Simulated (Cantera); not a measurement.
Feed: 1 mol TiO₂, 44 mol Cl₂, 0.12 mol O₂, at 750 Torr.

Method: chemical equilibrium by Gibbs-energy minimisation in Cantera with the NASA 1993 tables (ideal gas, pure condensed phases). Candidate condensed phases: Ti, TiCl₂, TiCl₃, TiCl₄, TiO, TiO₂, Ti₂O₃, Ti₃O₅, Ti₄O₇; 15 gas species. Condensed phases not in the tables: TiOCl. Rates play no part.

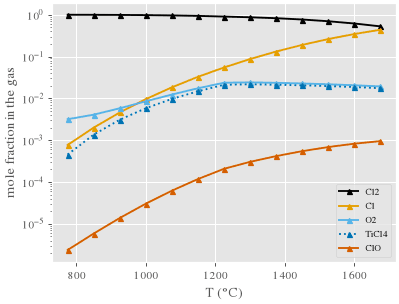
Equilibrium gas composition (values under 1e-9 drawn at 1e-9)

Q: Read off the mole fractions at 850 °C.

A: Cl₂ about 0.99, O₂ about 0.0041, Cl about 0.0020, TiCl₄ about 0.0014, ClO about 5.9e-6.
